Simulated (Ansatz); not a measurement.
# BF (SMILES [B]F): B2PLYP/def2-TZVPPD

What is the vertical electron affinity of BF at B2PLYP/def2-TZVPPD? 

The calculation is run with Ansatz 0.2.0.

39 further runs of the same task are left out: 1 that didn't finish, 38 set aside as unsound or not needed.

## Step 1: Starting point

BF has 2 atoms, charge 0, and is taken as a singlet. As SMILES, `[B]F`. The shape is that of a PBE0-D4/def2-TZVP optimisation.

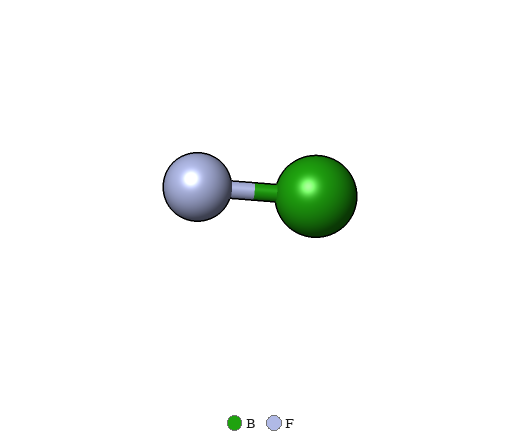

The structure, seen from a chosen angle (boron green, fluorine light blue).

## Step 2: The energy at B2PLYP/def2-TZVPPD

File job.yaml:

```yaml
crystal:
  periodic: [false, false, false]
  atoms:
    - symbol: B
      position_ang: [0.000000, -0.000000, -0.009350]
    - symbol: F
      position_ang: [-0.000000, 0.000000, 1.253740]
basis:
  gaussian:
    orbitals: def2-TZVPPD.json
magnetization:
  spin_polarized: false
hamiltonian:
  xc: {name: B2PLYP}
correlation:
  frozen_orbitals: {B: 1, F: 1}
accuracy: high
output: {orbitals: {seedname: orbitals}}
```

The basis set def2-TZVPPD is read from a file made from the Basis Set Exchange's data (not shown).

Run with:

```console
$ ansatz run job.yaml --threads 1 --pin off --max-ram 3480MiB --events-out events.jsonl --progress --plain --runs-dir runs
```

Log:

```text
Warning: RAYON_NUM_THREADS=1 ignored (pool sized by the plan → 1); use --threads N
Functional definition: B2PLYP
  name "B2PLYP"
  parameter a = 0.53
  parameter c = 0.27
  exchange = (1 - a)*b88_x + a*exact_x
  correlation = (1 - c)*lyp_c + c*(mp2_os + mp2_ss)
1035 factors; integrals over basis functions are off by at most 3.7e-9 eV
mean field evaluation 1: about -3387.9641 eV, gradient 2.5e1 eV
mean field evaluation 2: about -3387.9649 eV, gradient 2.5e1 eV
mean field evaluation 4: about -3388.8612 eV, gradient 9.7e-1 eV
mean field evaluation 8: about -3388.8640 eV, gradient 1.0e-2 eV
mean field evaluation 16: about -3388.8640 eV, gradient 6.7e-8 eV
mean field -3388.86404712 eV, -124.5384566772 hartree, gradient 6.7e-8 eV, S^2 0.000000; 0 other end points of the search recorded, 0 dependent functions left out
2 core orbitals not correlated: weight in the atoms' cores, before any rotation towards them, 1.000 or more for the frozen orbitals, at most 0.000 for the correlated occupied ones
reference -3388.86406455 eV, -124.5384573178 hartree; 5, 5 occupied and 70, 70 virtual orbitals, 1035 factors
second order -10.52799837 eV of doubles, -0.00000000 eV of singles
Total energy: -3391.70662411 eV, -124.6429194549 hartree
```

Run time: 2.4 s. Hardware: 1 thread of Arm Neoverse V1, shared host; peak memory 0.13 GiB.

## Step 3: The doublet anion at the same level

File molecule.yaml:

```yaml
basis:
  gaussian:
    orbitals: def2-TZVPPD.json
crystal:
  periodic: [false, false, false]
  atoms:
    - {symbol: B, position_ang: [0.000000, -0.000000, -0.009350]}
    - {symbol: F, position_ang: [-0.000000, 0.000000, 1.253740]}
total_charge: -1
magnetization:
  spin_polarized: true
  initial_magnetization: 1
hamiltonian:
  xc: {name: B2PLYP}
correlation:
  frozen_orbitals: {B: 1, F: 1}
accuracy: high
output:
  orbitals: {seedname: orbitals}
```

The basis set def2-TZVPPD is read from a file made from the Basis Set Exchange's data (not shown).

Run with:

```console
$ ansatz run molecule.yaml --threads 1 --pin off --max-ram 3480MiB --events-out events.jsonl --progress --plain --runs-dir runs
```

Log (excerpt; [...] marks lines left out):

```text
Warning: RAYON_NUM_THREADS=1 ignored (pool sized by the plan → 1); use --threads N
[... 2 set-up lines as earlier in the session ...]
[...]
1035 factors; integrals over basis functions are off by at most 3.7e-9 eV
[...]
mean field -3387.52570709 eV, -124.4892735882 hartree, gradient 1.8e-8 eV, S^2 0.757462; 9 other end points of the search recorded, 0 dependent functions left out
2 core orbitals not correlated: weight in the atoms' cores, before any rotation towards them, 1.000 or more for the frozen orbitals, at most 0.000 for the correlated occupied ones
reference -3387.52572261 eV, -124.4892741586 hartree; 6, 5 occupied and 69, 70 virtual orbitals, 1035 factors
second order -10.86717408 eV of doubles, -0.00000000 eV of singles
Total energy: -3390.45985961 eV, -124.5971017046 hartree
```

Wall time 18 s (1 thread of Arm Neoverse V1, shared host); peak memory 0.18 GiB.

## Step 4: What came out

At B2PLYP/def2-TZVPPD, 2 core orbitals frozen:

| quantity | value |
| --- | --- |
| singlet BF: total energy | -124.64292 Eh |
| singlet BF: HOMO energy (SCF part's orbitals) | -9.17 eV |
| singlet BF: LUMO energy (SCF part's orbitals) | 0.23 eV |
| singlet BF: HOMO–LUMO gap (SCF part's orbitals) | 9.41 eV |
| doublet anion: total energy | -124.59710 Eh |
| doublet anion: HOMO energy (SCF part's orbitals) (highest over α and β) | 2.41 eV |
| doublet anion: LUMO energy (SCF part's orbitals) (lowest over α and β) | 4.79 eV |
| doublet anion: ⟨S²⟩ | 0.757 |
| vertical electron affinity (to the doublet anion) | -1.247 eV |

**Reading.** The anion lies 1.25 eV (29 kcal/mol) above the neutral: the electron isn't bound at this level, and such a value depends on the basis. The HOMO (doublet anion) lies at positive energy, 2.41 eV; only total energies tell whether the electron is bound.
